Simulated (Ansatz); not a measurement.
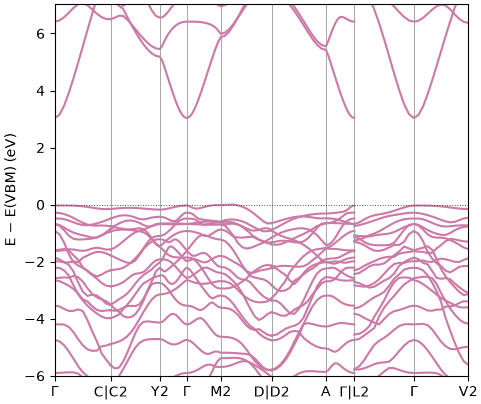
Fig. 1. Band structure from r²SCAN in the plane-wave PAW code Ansatz

Problem. Read off the gap and where the band edges lie.

Solution. About 3.0 eV (3.03 eV by a search for the band edges); maximum on the M2–D line, 19 % of the way from M2, minimum at Γ.

Problem. Which of these materials gives this?
A. C, C2/m (C on 4i, C on 4i, C on 4i, C on 4i)
B. Nb2O5, C2/m (Pearson symbol mS112)
C. Ga2O3, C2/m (Pearson symbol mS20)
D. KCr3O8, C2/m (Pearson symbol mS24)

Solution. C, Ga2O3, C2/m (Pearson symbol mS20)

Symmetry was held in the r²SCAN relaxation. Scalar-relativistic: spin–orbit coupling is off unless named, which matters more the heavier the elements.

Potentials: the earlier of the program's two PAW sets. The files were generated under PBE; for other functionals the program regenerates the frozen cores, and for LDA and PBEsol the local potential too.
